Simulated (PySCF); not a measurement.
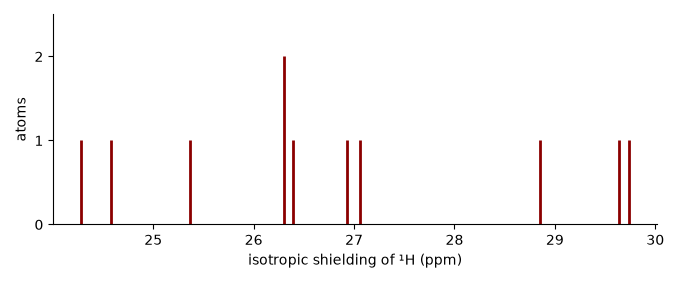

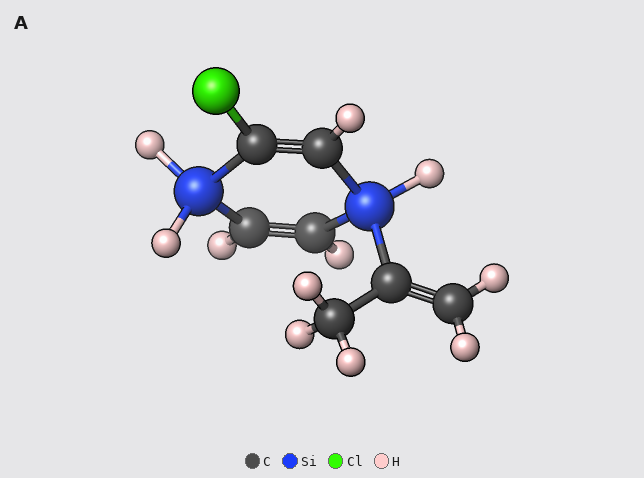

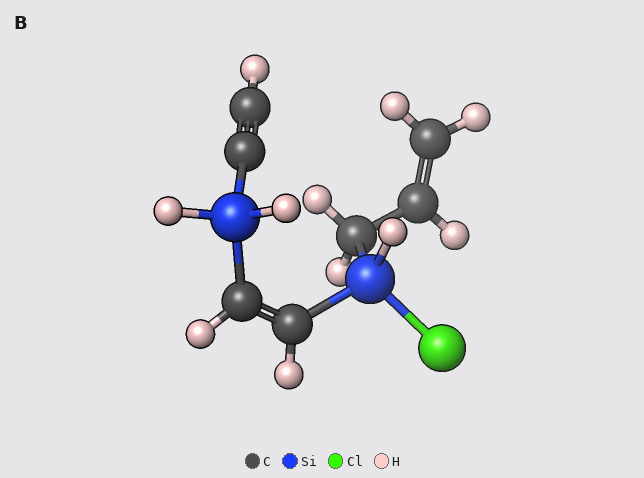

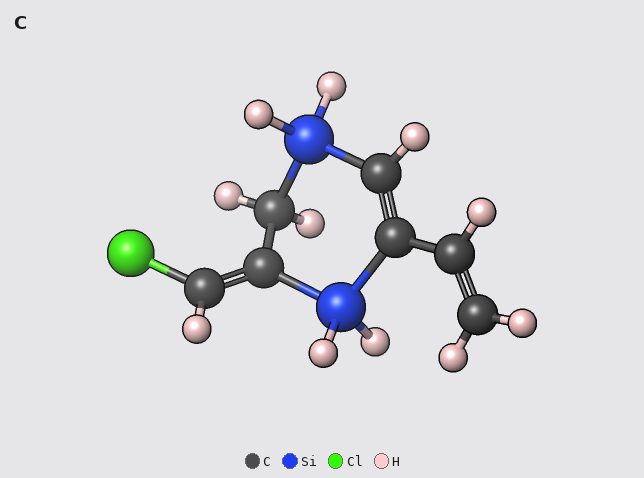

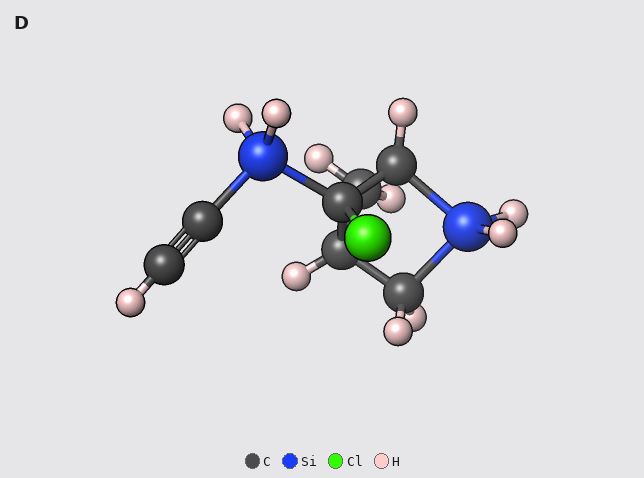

The sticks are computed shieldings of one of the molecules, for one fixed geometry (GFN2-xTB) without averaging over rotations. Low shielding means a high chemical shift. Method: GIAO PBE0/pcSseg-1 NMR shielding, non-relativistic, gas phase (PySCF 2.14.0).

### Match the spectrum to a structure.

B, `C#C[SiH2]/C=C\[Si@@H](Cl)CC=C`. Its 11 H atoms give lines at 24.28, 24.58, 25.36, 26.30 (2 atoms), 26.39, 26.93, 27.06, 28.86, 29.64, 29.74 ppm.

The geometry is semi-empirical. Around Si such bond lengths and angles can be off by a tenth of an ångström or more and by several degrees, and values that hang on the shape move with them.
